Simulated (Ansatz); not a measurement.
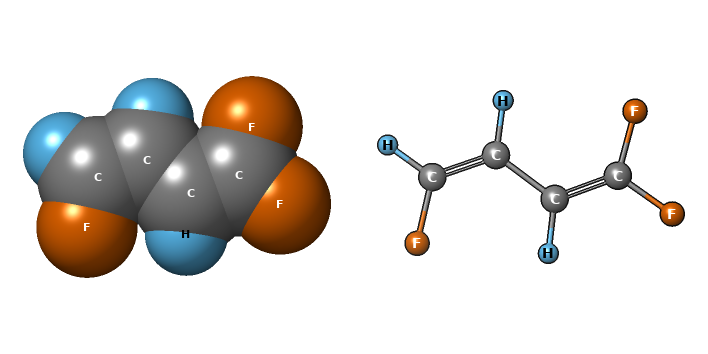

Two views of one molecule.

Computed geometry: PBE0-D4/def2-TZVP optimisation.

Describe the molecule.

Formula C₄H₃F₃. SMILES: `F/C=C\C=C(F)F`. It has no ring. Among its groups: alkene, C–F bond. This geometry has Cs symmetry. All atoms lie on one plane. Coordination: 4 C trigonal planar.

The parts below concern this one geometry. Atoms keep their numbers from picture to picture.

**Geometry**

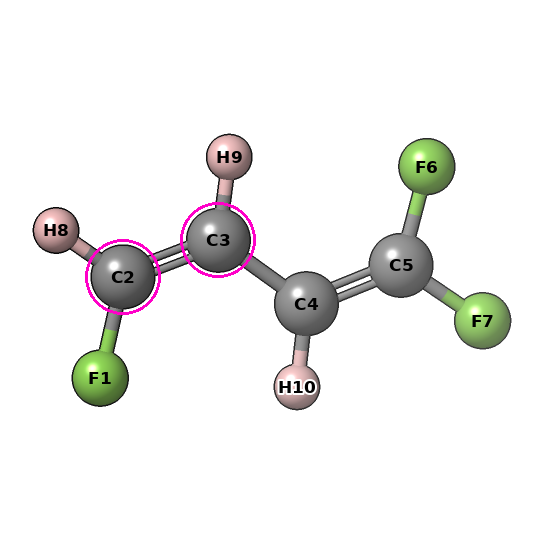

Atoms fade into the background with distance from the viewer. Circles mark the stereogenic atoms.

What are the Cahn–Ingold–Prelog descriptors?

Answer. C2=C3: Z.

**Levels of theory compared**

Program: Ansatz 0.2.0.

Tabulate dipole (D), HOMO energy (eV) at these levels: B3LYP-D4/def2-TZVPP; PBE-D4/def2-TZVPP; r2SCAN-D4/def2-TZVPP; ωB97M-V/def2-TZVPP.

```json
{"level": "B3LYP-D4/def2-TZVPP", "dipole (D)": "1.13", "HOMO energy (eV)": "−6.53"}
{"level": "PBE-D4/def2-TZVPP", "dipole (D)": "0.96", "HOMO energy (eV)": "−5.57"}
{"level": "r2SCAN-D4/def2-TZVPP", "dipole (D)": "1.01", "HOMO energy (eV)": "−5.75"}
{"level": "ωB97M-V/def2-TZVPP", "dipole (D)": "1.13", "HOMO energy (eV)": "−8.81"}
```

**Charges**

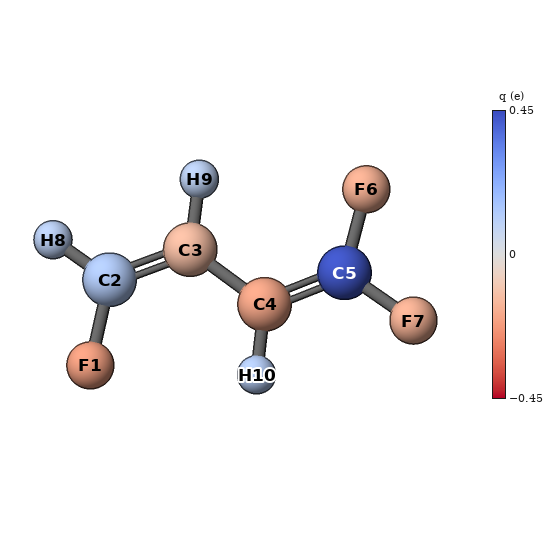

Atoms are coloured by their Mulliken charges. Method: RKS r2SCAN-D4/def2-TZVPP (Ansatz 0.2.0).

List the Mulliken charges.

```tsv
atom	value (e)
F1	−0.20
C2	0.12
C3	−0.13
C4	−0.19
C5	0.42
F6	−0.16
F7	−0.16
H8	0.10
H9	0.09
H10	0.11
```

**Thermal motion**

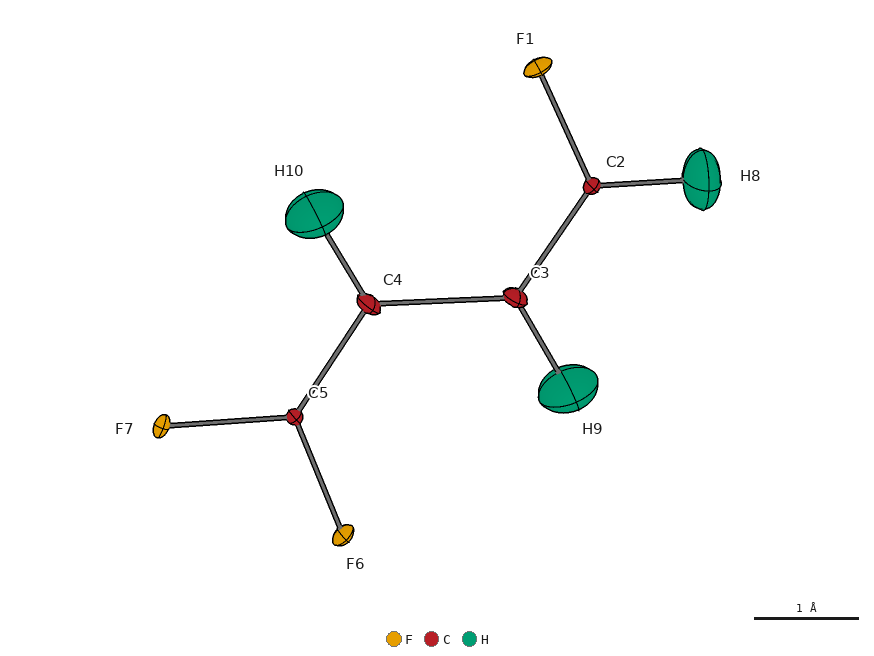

Displacement ellipsoids at the 50 % level, enlarged 1.5 times, from the internal vibrations of the free molecule (harmonic, no overall translation or rotation; no half-axis is drawn under 0.075 Å). Vibrations computed with RKS PBE0-D4/def2-TZVP (Ansatz 0.2.0). Temperature: 100 K.

Which atom moves most?

Answer. H9, with U_eq = 0.0210 Å².

Does H9 move more along its bond or across it?

Answer. Across it: the root-mean-square amplitude is 0.084 Å along the bond and up to 0.198 Å across, since bending and torsion are softer than stretching.

Give the displacement parameters, one line for each set of equivalent atoms.

```
atom  U_eq (Å²)   rms amplitudes (Å)
  F1     0.0035  0.030, 0.065, 0.073
  C2     0.0018  0.034, 0.038, 0.054
  C3     0.0041  0.036, 0.053, 0.091
  C4     0.0044  0.035, 0.055, 0.095
  C5     0.0016  0.034, 0.037, 0.046
  F6     0.0030  0.029, 0.054, 0.073
  F7     0.0017  0.029, 0.036, 0.053
  H8     0.0174  0.078, 0.126, 0.174
  H9     0.0210  0.083, 0.130, 0.198
 H10     0.0199  0.086, 0.128, 0.190
```

Mulliken values depend strongly on the basis set and can even reverse the polarity of a bond.
